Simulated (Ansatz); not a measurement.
**C₂H₅NSi (SMILES NC1=C[SiH2]1): density, localisation and related maps**

Input file:

```
crystal:
  periodic: [false, false, false]
  atoms:
    - { symbol: "N", position_ang: [0.0798, 1.1175, -1.2277] }
    - { symbol: C, position_ang: [0.0238, 0.165, -0.3525] }
    - { symbol: C, position_ang: [0.6459, -0.884, 0.0313] }
    - { symbol: Si, position_ang: [-0.6954, -0.5529, 1.0351] }
    - { symbol: H, position_ang: [0.9277, 1.2821, -1.7256] }
    - { symbol: H, position_ang: [-0.3677, 2.0527, -0.9105] }
    - { symbol: H, position_ang: [1.5704, -1.4692, -0.1611] }
    - { symbol: H, position_ang: [-0.3353, -0.1259, 2.3997] }
    - { symbol: H, position_ang: [-1.7608, -1.6317, 0.8943] }
basis:
  gaussian: { orbitals: def2-SVP }
hamiltonian:
  xc: pbe0
  dispersion: d4
relax:
  f_tol: 0.015
  max_steps: 40
output:
  orbitals: {}
```

Launched as:

```sh
ansatz run input.yaml --threads 1 --pin off --max-ram 2048MiB --backend cpu --events-out ev --progress --plain --runs-dir out
```

The fields are those of the relaxed geometry.

Method: RKS PBE0-D4/def2-SVP in Ansatz 0.2.0.

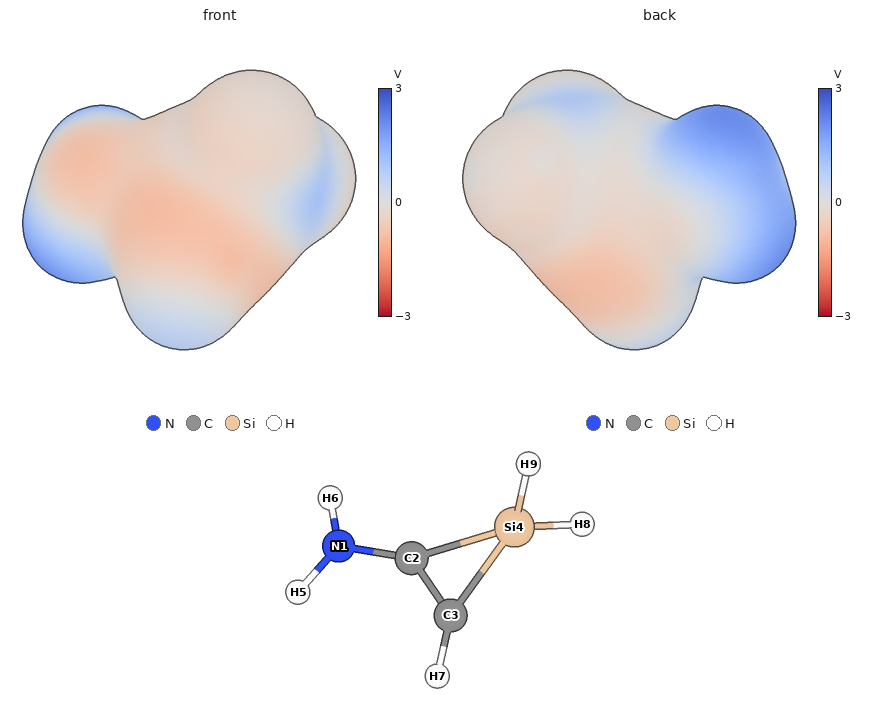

Figure 1. The electrostatic potential painted on the density surface at 0.002 e/bohr³, seen from the front and from behind; the colour scale runs from red (negative) to blue (positive). The bare structure is drawn below in the same view.

### Describe the electrostatic potential map.

The most negative region (about −0.9 V) lies over N1 and C3, the most positive (about +2.0 V) over H5 and H6.

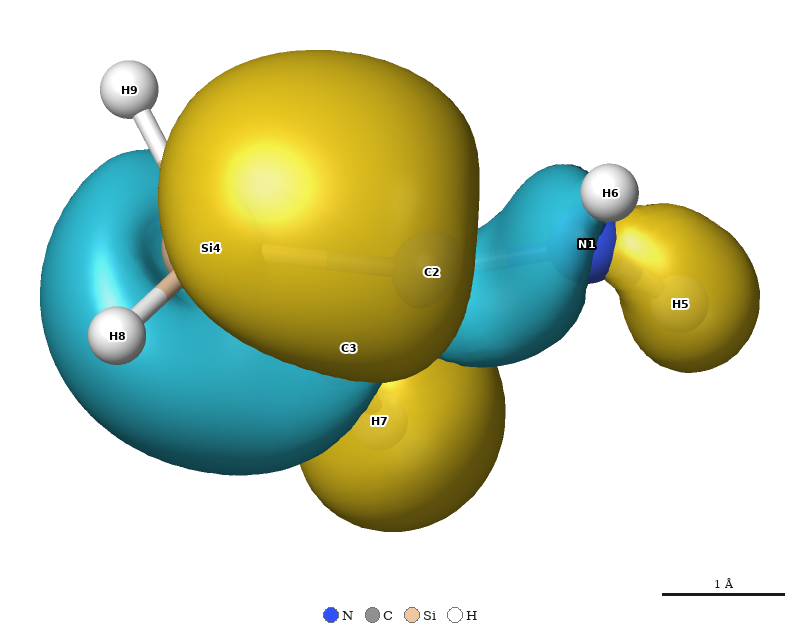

Figure 2. The HOMO−1 at ±0.08 Å⁻³ᐟ² (yellow and cyan are the two phases), seen at an oblique angle.

### What is the character of this orbital?

By Hirshfeld shares it lies mainly on Si4 (about 35 %), C2 (about 25 %), C3 (about 20 %) and H7 (about 5 %). Its energy is −7.34 eV.

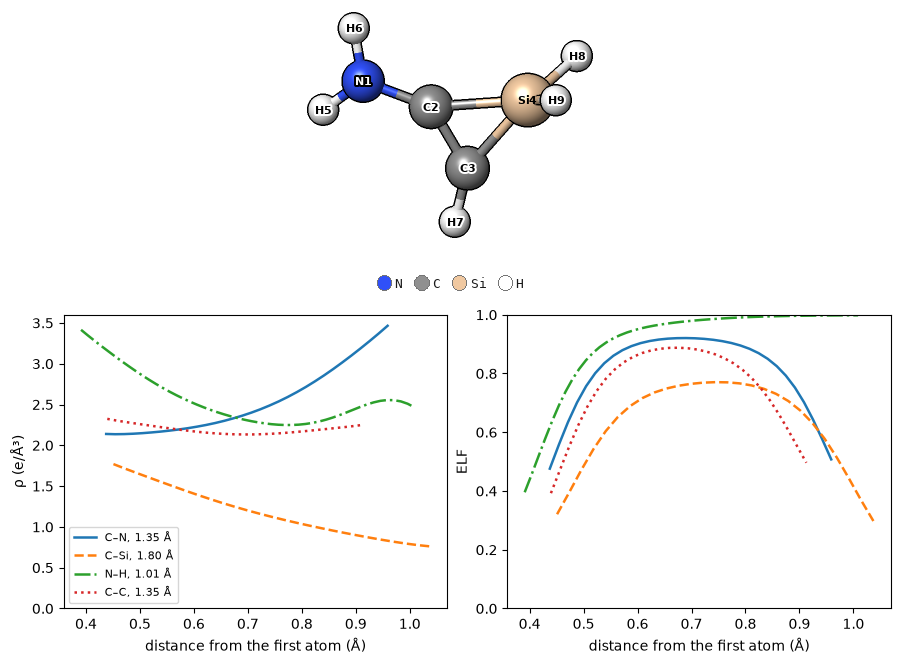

Figure 3. Electron density and electron localisation function along straight lines between neighbouring atoms. The curves leave out the atomic cores. The structure is drawn too.

### Compare the contacts.

C–N (1.35 Å): ρ is about 2.3 e/Å³ halfway; the ELF peaks at about 0.90 between the atoms; a covalent bond.
C–Si (1.80 Å): ρ is about 0.9 e/Å³ halfway; the ELF peaks at about 0.75 between the atoms, as expected for localised, covalent bonding.
N–H (1.01 Å): the density is about 2.9 e/Å³ at the midpoint; the ELF climbs to about 1 towards the hydrogen, as it does in any bond to H; an ordinary covalent bond to hydrogen.
C–C (1.35 Å): ρ is about 2.1 e/Å³ halfway; the ELF peaks at about 0.90 between the atoms: a covalent bond.
